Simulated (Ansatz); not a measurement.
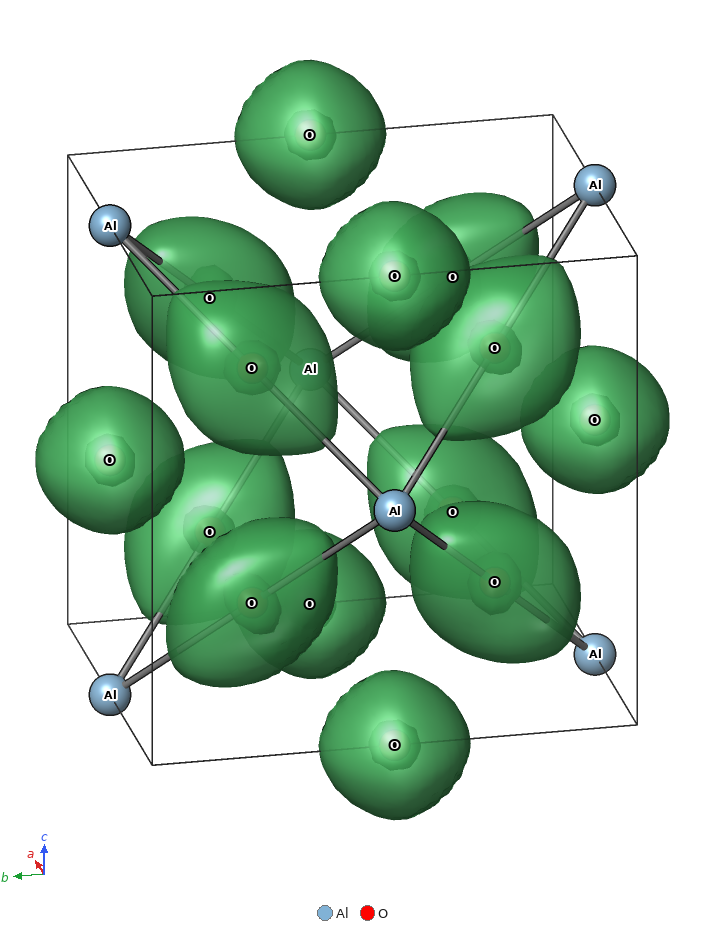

*AlO5. Isosurface of the ELF at 0.65 (green), seen at an oblique angle. Core shells and regions of very low density are left out. Sticks mark near contacts.*

Space group Immm; a structure generated by program, which may or may not match a known phase; computed without spin polarisation.

Level of theory: DFT PBE, scalar-relativistic, plane waves, PAW in Ansatz 0.2.0.

Core electrons are frozen (PAW), and the valence fields are smoothed inside the atomic spheres.

```cif
data_structure
_symmetry_space_group_name_H-M 'P 1'
_symmetry_Int_Tables_number 1
_cell_length_a 3.9605
_cell_length_b 5.0794
_cell_length_c 5.1686
_cell_angle_alpha 90.000
_cell_angle_beta 90.000
_cell_angle_gamma 90.000
_cell_volume 103.98
loop_
_atom_site_label
_atom_site_type_symbol
_atom_site_fract_x
_atom_site_fract_y
_atom_site_fract_z
_atom_site_occupancy
Al1 Al 0.50000 0.00000 0.00000 1
Al2 Al 0.00000 0.50000 0.50000 1
O1 O 0.25000 0.75000 0.25000 1
O2 O 0.75000 0.25000 0.75000 1
O3 O 0.25000 0.25000 0.25000 1
O4 O 0.75000 0.75000 0.75000 1
O5 O 0.75000 0.25000 0.25000 1
O6 O 0.25000 0.75000 0.75000 1
O7 O 0.25000 0.25000 0.75000 1
O8 O 0.75000 0.75000 0.25000 1
O9 O 0.00000 0.50000 0.00000 1
O10 O 0.50000 0.00000 0.50000 1
```

Question: Where are the electrons localised?

Answer: At this value the surface marks out eight regions on O in which the atom's valence shell and bonds are merged and two regions wrapped around O (the valence shell of each), counted in one cell of 12 atoms. Any copies at cell faces, edges or corners count once.

Values along the shortest contacts:
Al–O (2.06 Å): the ELF peaks at about 0.90 in the valence shell of O, 0.6 Å from its nucleus, and is about 0.70 at the midpoint.
